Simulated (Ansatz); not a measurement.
## Electronic structure of BCl₂ (SMILES Cl[B+]Cl) (charge +1) in real space

Input

```
crystal:
  periodic: [false, false, false]
  atoms:
    - { symbol: Cl, position_ang: [-1.23838, 0.76648, -0.5913] }
    - { symbol: B, position_ang: [0.00074, 0.00136, 0.00055] }
    - { symbol: Cl, position_ang: [1.23764, -0.76784, 0.59074] }
total_charge: 1
basis:
  gaussian: { orbitals: def2-SVP }
hamiltonian:
  xc: pbe0
  dispersion: d4
relax:
  f_tol: 0.02
  max_steps: 40
scf:
  lower_state_search: "off"
output:
  orbitals: {}
```

Command:

```sh
ansatz run input.yaml --threads 1 --pin off --max-ram 2048MiB --backend cpu --events-out ev --progress --plain --runs-dir out
```

The fields are those of the run's last geometry, not of the input's.

Level of theory: Ansatz, RKS PBE0-D4/def2-SVP.

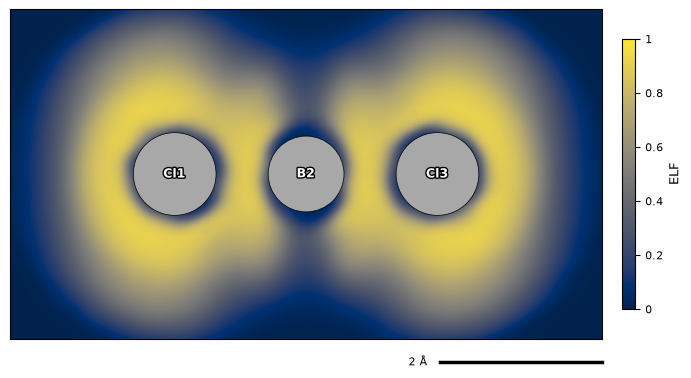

Figure 1. Electron localisation function on a plane that holds the molecular axis. Grey discs cover the atomic cores.

Question: What does the map show?

Answer: The plane passes through Cl and B nuclei.
B–Cl (1.62 Å): the ELF peaks at about 0.90 between the atoms (a short, strongly polar bond).
The ELF also peaks beside Cl3 and Cl1, away from the bonds: lone-pair regions.

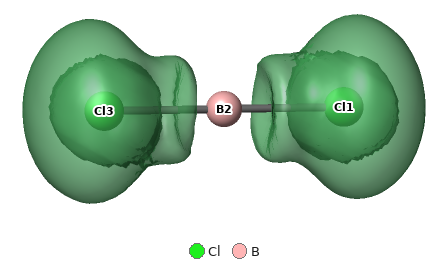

Figure 2. Isosurface of the ELF at 0.8 (green), seen from one side. Only the valence region is drawn (cores and ρ < 0.01 e/Å³ removed).

Question: Where are the electrons localised?

Answer: At this value the surface marks out two regions on Cl in which the atom's valence shell and bonds are merged.

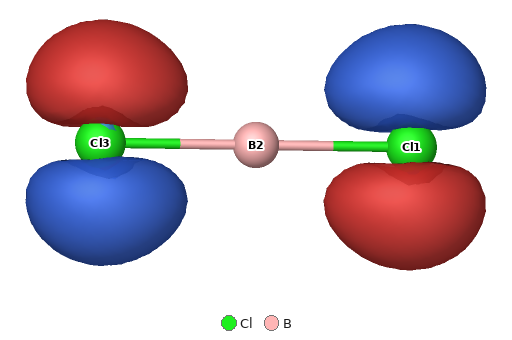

Figure 3. The HOMO at ±0.2 Å⁻³ᐟ² (red and blue are the two phases), seen from one side.

Question: Where does this orbital lie, and at what energy?

Answer: It lies mainly on Cl1 (about 45 %) and Cl3 (about 45 %); it is gerade (even under inversion); largely a combination of lone pairs on Cl1 and Cl3. It is one of a degenerate set, so its orientation is arbitrary. Its energy is −17.17 eV.
